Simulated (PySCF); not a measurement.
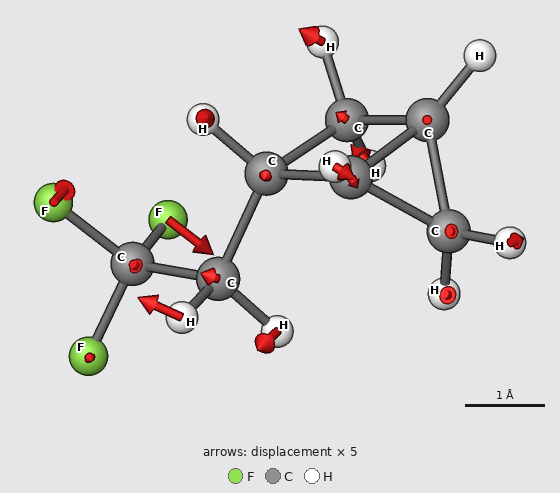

This is a relaxation of C7H9F3. The starting structure is drawn; red arrows show the displacements, magnified 5 times. The two geometries are superimposed by the best rigid fit.

A ball-and-stick model, seen at a tilt.

The start comes from GFN2-xTB.

Theory: PySCF, PBE0-D3(BJ)/def2-SVP geometry optimisation, gas phase. 

Question: What happened in the run?

Answer: The atom that moves furthest after the best rigid fit is an F atom (0.15 Å). By element the largest moves are F 0.15 Å, H 0.13 Å, C 0.06 Å. Near-neighbour distances that change, for instance: C–H 1.079 → 1.097 Å, C–C 1.509 → 1.522 Å, C–C 1.527 → 1.517 Å, C–C 1.547 → 1.557 Å. Among the angles between lasting bonds that change: C–C–C 111.5° → 113.6°. After 4 geometry steps the energy has fallen by 0.054 eV. The largest force component goes from 0.72 to 0.021 eV/Å. The run took of the order of 100 core-seconds on a shared host.
